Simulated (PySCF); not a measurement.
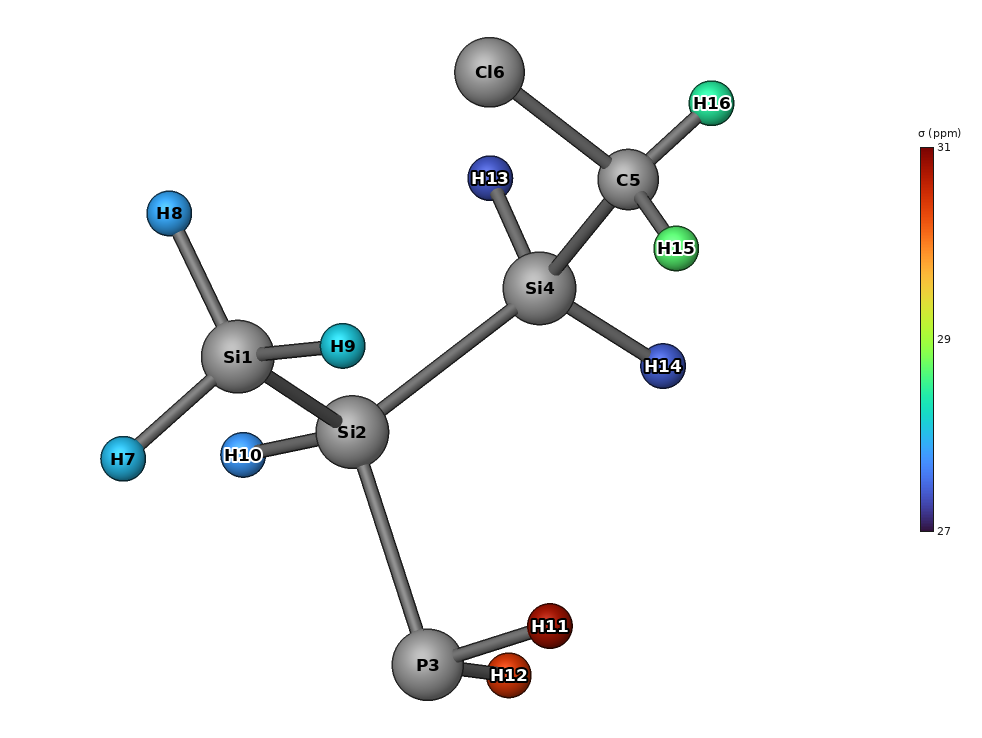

Atoms are coloured by their isotropic NMR shieldings (H only, the others grey). The geometry was computed by an optimisation with GFN2-xTB. No frequency run is at hand to confirm it as a minimum. Method: GIAO PBE0/pcSseg-1 NMR shielding, non-relativistic, gas phase (PySCF 2.14.0).

Question: Which H atom is the most shielded (lowest chemical shift)?

Answer: H11 (30.77 ppm).

Question: Which H atom is the least shielded (highest chemical shift)?

Answer: H13 (27.40 ppm).

Question: How wide is the range of H shifts?

Answer: 3.37 ppm.

Give the isotropic NMR shieldings of the H atoms atom by atom.

```tsv
atom	σ (ppm)
H7	28.00
H8	27.88
H9	28.10
H10	27.80
H11	30.77
H12	30.43
H13	27.40
H14	27.45
H15	28.68
H16	28.47
```

The geometry is semi-empirical. Around P, Si such bond lengths and angles can be off by a tenth of an ångström or more and by several degrees, and values that hang on the shape move with them.
